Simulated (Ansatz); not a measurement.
The calculation's input:

```
crystal:
  lattice:
    - [2.9831453976, 1.7223197983, 3.4703311248]
    - [-2.9831453976, 1.7223197983, 3.4703311248]
    - [0.0, -3.4446395966, 3.4703311248]
  atoms:
    - { symbol: Na, position: [0.0, 0.0, 0.0] }
    - { symbol: Ga, position: [0.7036056805, 0.7036056805, 0.7036056805] }
    - { symbol: Ga, position: [0.2963943195, 0.2963943195, 0.2963943195] }
    - { symbol: F, position: [0.0, 0.5, 0.0] }
    - { symbol: F, position: [0.5, 0.0, 0.0] }
    - { symbol: F, position: [0.0, 0.0, 0.5] }
basis:
  ecutwfc: 420
kpoints:
  mp_grid: { grid: [6, 6, 6] }
hamiltonian:
  xc: pbe
scf:
  occupations: { method: gaussian, width: 0.02 }
output:
  forces: true
  stress: true
  eigenvalues: true
  write_density: true
  write_potential: true
  elf: true
  volumetric_format: npy
relax:
  adjacent_minimum: "off"
  f_tol: 0.01
  max_steps: 80
  cell: { stress_tol: 0.05 }
```

Run with:

```sh
ansatz run input.yaml --threads 1 --pin off --max-ram 2560MiB --backend cpu --events-out ev --progress --plain --runs-dir out
```

Below, planes, directions and counts refer to the conventional cell (a = 5.97 Å, b = 5.97 Å, c = 10.41 Å, α = 90.00°, β = 90.00°, γ = 120.00°).

Space group R-3m; a structure generated by program, which may or may not match a known phase.

Theory: Ansatz, DFT PBE, scalar-relativistic, plane waves, PAW.

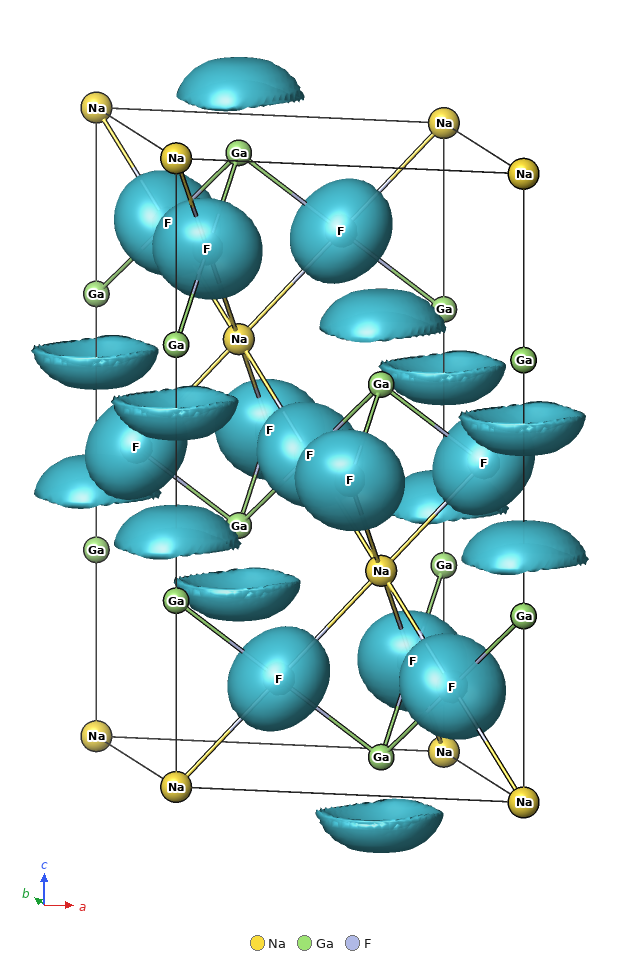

NaGa$_{2}$F$_{3}$. Isosurface of the ELF at 0.65 (cyan), seen slightly off an axis. Only the valence region is drawn (cores and ρ < 0.01 e/Å³ removed). Sticks mark near contacts.

Core electrons are frozen (PAW), and the valence fields are smoothed inside the atomic spheres.

> What do the ELF domains correspond to?

The ELF exceeds this value in nine regions wrapped around F (the valence shell of each) and six pockets between the atoms, centred on no nucleus (multi-centre or interstitial), counted in one cell of 18 atoms. Any copies at cell faces, edges or corners count once.

Values along the shortest contacts:
Ga–F (2.19 Å): the ELF is about 0.15 at the midpoint (no shared electron pair shows on this line). Na–F (2.44 Å): the ELF is about 0.05 at the midpoint: a closed-shell, largely ionic contact.
